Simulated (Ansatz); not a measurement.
Crystal: CdC2, coordinates from a relaxation (final pressure about 3 GPa) with DFT PBEsol, scalar-relativistic, plane waves, PAW (Ansatz 0.2.0); the starting structure was generated, so it need not be a known form of this composition.

Space group I4/mmm (No. 139). a = 4.000 Å, b = 4.000 Å, c = 5.455 Å, α = 90.00°, β = 90.00°, γ = 90.00°
```
atom  site  symmetry       x       y       z
  Cd    2a     4/mmm  0.0000  0.0000  0.0000
   C    4e       4mm  0.0000  0.0000  0.6142
```

Question: What does its first Brillouin zone look like, and which path through it is standard?

Answer: It has a body-centred tetragonal lattice (tI; extended symbol tI2). The zone is a truncated octahedron in its combinatorial type: 14 faces (6 with 4 edges, 8 with 6 edges), 36 edges, 24 vertices. Path: Γ–X–P–N–Γ–M–S | S₀–Γ | X–R | G–M.

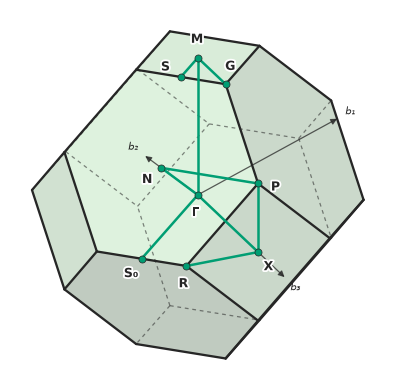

Labels and path follow the convention of Hinuma et al. (2017), as computed by seekpath; the arrows show the directions of the reciprocal primitive vectors b₁, b₂, b₃, in which coordinates are given; lengths include the factor 2π.

```tsv
point	k₁	k₂	k₃	length of k (1/Å)
Γ	0	0	0	0.000
M	1/2	1/2	−1/2	1.152
X	0	0	1/2	1.111
P	1/4	1/4	1/4	1.251
N	0	1/2	0	0.974
S₀	−0.384	0.384	0.384	1.208
S	0.384	0.616	−0.384	1.208
R	−0.269	0.269	1/2	1.261
G	1/2	1/2	−0.269	1.261
```
